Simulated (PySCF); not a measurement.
# UM06-2X/6-31G run of SiH3 (silyl radical)

Aim: the energy change on altering one bond length of SiH3 (silyl radical) at UM06-2X/6-31G, from 2 runs. 

The results are computed with PySCF 2.14.0.

9 further runs of the same task are left out: 2 that didn't finish, 7 set aside as unsound or not needed.

### 1 The molecule

The species is SiH3 (4 atoms), meant as a doublet with charge 0. SMILES: `[SiH3]`. The shape is that of a PBE0-D4/def2-TZVP optimisation.

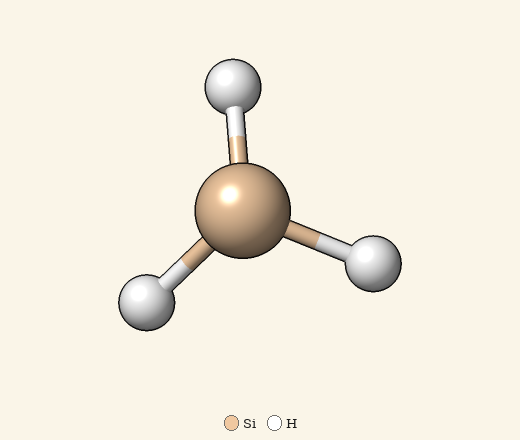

Viewed from a chosen angle; silicon light orange, hydrogen white.

### 2 A single-point energy at UM06-2X/6-31G

run.py reads:

```python
from pyscf import gto, dft

mol = gto.M(
    atom=[
    ('Si', (0.293780, -0.026900, -0.164030)),
    ('H', (0.559150, 0.665300, 1.123900)),
    ('H', (-0.224040, -1.401650, 0.060130)),
    ('H', (-0.628890, 0.763250, -1.019990)),
],
    verbose=4,
    spin=1,
    basis='6-31g',
    max_memory=1860,
)

calc0 = dft.UKS(mol, xc='m06-2x')
calc0.conv_tol = 1e-10
calc0.grids.level = 5
calc0.kernel()
if not calc0.converged:
    calc0 = calc0.newton().run(calc0.mo_coeff, calc0.mo_occ)

e_tot = calc0.e_tot
print(f'total energy: {e_tot:.8f} hartree')
```

Command:

```
$ OMP_NUM_THREADS=1 python run.py
```

What it wrote:

```text
PySCF version 2.14.0

[INPUT] num. atoms = 4
[INPUT] num. electrons = 17
[INPUT] charge = 0
[INPUT] spin (= nelec alpha-beta = 2S) = 1
[INPUT] symmetry False subgroup None
[INPUT] Mole.unit = angstrom
[INPUT] Symbol           X                Y                Z      unit          X                Y                Z       unit  Magmom
[INPUT]  1 Si     0.293780000000  -0.026900000000  -0.164030000000 AA    0.555163740875  -0.050833632751  -0.309971776212 Bohr   0.0
[INPUT]  2 H      0.559150000000   0.665300000000   1.123900000000 AA    1.056640362551   1.257234790673   2.123863191399 Bohr   0.0
[INPUT]  3 H     -0.224040000000  -1.401650000000   0.060130000000 AA   -0.423374240948  -2.648734622497   0.113629231870 Bohr   0.0
[INPUT]  4 H     -0.628890000000   0.763250000000  -1.019990000000 AA   -1.188429862478   1.442333464574  -1.927501749795 Bohr   0.0

nuclear repulsion = 15.6032960131085
number of shells = 13
number of NR pGTOs = 58
number of NR cGTOs = 19
basis = 6-31g
ecp = {}

******** <class 'pyscf.dft.uks.UKS'> ********
method = UKS
initial guess = minao
damping factor = 0
level_shift factor = 0
DIIS = <class 'pyscf.scf.diis.CDIIS'>
diis_start_cycle = 1
diis_space = 8
diis_damp = 0
SCF conv_tol = 1e-10
SCF conv_tol_grad = None
SCF max_cycles = 50
direct_scf = True
direct_scf_tol = 1e-13
number electrons alpha = 9  beta = 8
XC library pyscf.dft.libxc version 7.0.0
    S. Lehtola, C. Steigemann, M. J.T. Oliveira, and M. A.L. Marques.,  SoftwareX 7, 1–5 (2018)
XC functionals = m06-2x
    Y. Zhao and D. G. Truhlar.,  Theor. Chem. Acc. 120, 215 (2008)
    Y. Zhao and D. G. Truhlar.,  Theor. Chem. Acc. 120, 215 (2008)
radial grids:
    Treutler-Ahlrichs [JCP 102, 346 (1995); DOI:10.1063/1.469408] (M4) radial grids

becke partition: Becke, JCP 88, 2547 (1988); DOI:10.1063/1.454033
pruning grids: <function nwchem_prune>
grids dens level: 5
symmetrized grids: False
atomic radii adjust function: <function treutler_atomic_radii_adjust>
small_rho_cutoff = 0
Set gradient conv threshold to 1e-05
tot grids = 114176
init E= -290.933408557101
[... the frontier-level lines of each cycle are left out ...]

cycle= 1 E= -291.141178468283  delta_E= -0.208  |g|= 0.059  |ddm|= 1.08
cycle= 2 E= -291.146038545095  delta_E= -0.00486  |g|= 0.0207  |ddm|= 0.172
cycle= 3 E= -291.146557472471  delta_E= -0.000519  |g|= 0.00647  |ddm|= 0.0471
cycle= 4 E= -291.146640599526  delta_E= -8.31e-05  |g|= 0.00158  |ddm|= 0.0225
cycle= 5 E= -291.146646275354  delta_E= -5.68e-06  |g|= 0.000477  |ddm|= 0.00528
cycle= 6 E= -291.146646828688  delta_E= -5.53e-07  |g|= 8.03e-05  |ddm|= 0.00177
cycle= 7 E= -291.14664684469  delta_E= -1.6e-08  |g|= 1.06e-05  |ddm|= 0.000391
cycle= 8 E= -291.146646845022  delta_E= -3.32e-10  |g|= 1.48e-06  |ddm|= 7.15e-05
cycle= 9 E= -291.146646845028  delta_E= -5.63e-12  |g|= 1.76e-07  |ddm|= 9.84e-06
Extra cycle  E= -291.146646845027  delta_E= 2.84e-13  |g|= 5.75e-08  |ddm|= 8.94e-07
converged SCF energy = -291.146646845027  <S^2> = 0.75198438  2S+1 = 2.0019834
total energy: -291.14664685 hartree
```

It took 4.5 s on 1 thread of Arm Neoverse V1, shared host; peak memory 0.2 GiB.

### 3 The distorted shape, same level

mol.xyz reads:

```xyz
4
H3Si
Si     0.755137    -0.421994     0.263970
H      1.020507     0.270206     1.551900
H      0.237317    -1.796744     0.488130
H     -0.628890     0.763250    -1.019990
```

input.py reads:

```python
from pyscf import gto, dft

molecule = gto.M(
    atom='mol.xyz',
    spin=1,
    verbose=3,
    max_memory=1860,
    basis='6-31g',
    charge=0,
)

mf = dft.UKS(molecule)
mf.xc = 'm06-2x'
mf.conv_tol = 1e-10
mf.grids.level = 5
mf.kernel()
if not mf.converged:
    mf = mf.newton().run(mf.mo_coeff, mf.mo_occ)

etot = mf.e_tot
print('Final energy', etot)
```

Command:

```
$ OMP_NUM_THREADS=1 python input.py
```

What it wrote:

```text
converged SCF energy = -291.077624355002  <S^2> = 0.75146297  2S+1 = 2.0014624
Final energy -291.0776243550016
```

Wall time 5.4 s (1 thread of Arm Neoverse V1, shared host); peak memory 0.2 GiB.

### 4 What came out

Level: UM06-2X/6-31G.

| quantity | value |
| --- | --- |
| first shape: total energy | -291.14665 Eh |
| first shape: dipole moment | 0.09 D |
| first shape: HOMO energy (highest over α and β) | -7.14 eV |
| first shape: LUMO energy (lowest over α and β) | -2.34 eV |
| first shape: ⟨S²⟩ | 0.752 |
| distorted shape: total energy | -291.07762 Eh |
| distorted shape: dipole moment | 1.23 D |
| distorted shape: HOMO energy (highest over α and β) | -7.38 eV |
| distorted shape: LUMO energy (lowest over α and β) | -2.54 eV |
| distorted shape: ⟨S²⟩ | 0.751 |
| energy change with the Si1–H4 bond stretched from 1.486 to 2.229 Å | 1.878 eV |

What this shows: With the Si1–H4 bond stretched from 1.486 to 2.229 Å the energy rises by 1.88 eV (181 kJ/mol). The first shape isn't relaxed at this level, so the change isn't measured from a minimum. Mulliken charges (distorted shape) run from -0.10 on H2 to +0.26 on Si1.
